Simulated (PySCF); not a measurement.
F6P, charge −1, SMILES `F[P-](F)(F)(F)(F)F`.

Computed with PySCF, B3LYP/aug-cc-pVDZ, geometry: GFN2-xTB. No frequency check shows the geometry to be a minimum. For an anion such functionals hold the outermost electrons too loosely, so the response is rough. GFN2-xTB bond lengths at metals and heavier atoms can be off by up to 0.1 Å and shapes distorted, which carries into these values.

Coordinates in Å:

```
F1       1.1114    0.0748    1.1885
P2       0.0000   -0.0000    0.0000
F3      -0.9376   -0.9476    0.9359
F4      -1.1113   -0.0748   -1.1885
F5       0.9374    0.9478   -0.9361
F6       0.7347   -1.3227   -0.6034
F7      -0.7346    1.3226    0.6035
```

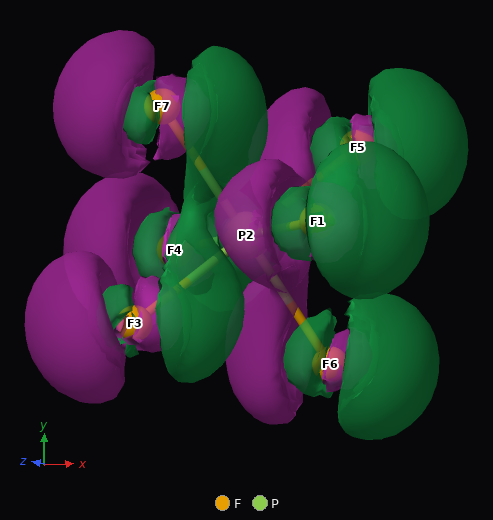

Change of the electron density in a uniform field of 0.15 V/Å, surfaces at ±0.001 e/Å³ (green: gain, purple: loss).

**Along which Cartesian direction does the field point?**

Along −x: electrons gather on the +x side, against the field.

**How large is the response?**

The induced dipole is 0.26 D (along the field); α along this axis, from the fields in both directions, is 34 bohr³ (5.0 Å³).

**Which atoms gain and lose the most charge?**

Electrons gather most on F1 and F5 alike (Hirshfeld charge changes by −0.004 e) and leave F3 and F4 alike most (+0.004 e); 0.029 electrons are displaced in all.
